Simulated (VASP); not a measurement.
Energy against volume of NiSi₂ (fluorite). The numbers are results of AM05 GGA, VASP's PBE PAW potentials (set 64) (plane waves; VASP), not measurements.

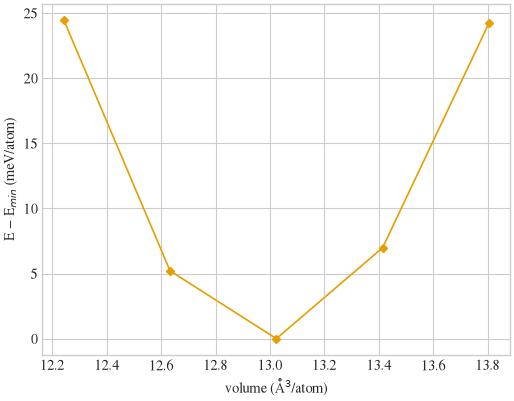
Fig. 1. Energy against volume

**Question.** Estimate the equilibrium volume and the bulk modulus.

**Answer.** The minimum lies near 13.0 Å³/atom, and the curvature gives B0 of about 170 GPa.

Measured: a 5.406 Å (computed value off by -0.5 %), as given by Wikipedia, Nickel silicide. The calculation is for a static lattice, while the measured a holds thermal and zero-point effects, which are part of the difference.

The compound is NiSi2 in the fluorite structure. It was relaxed first. The run is not spin-polarised, so no magnetic state was tried.
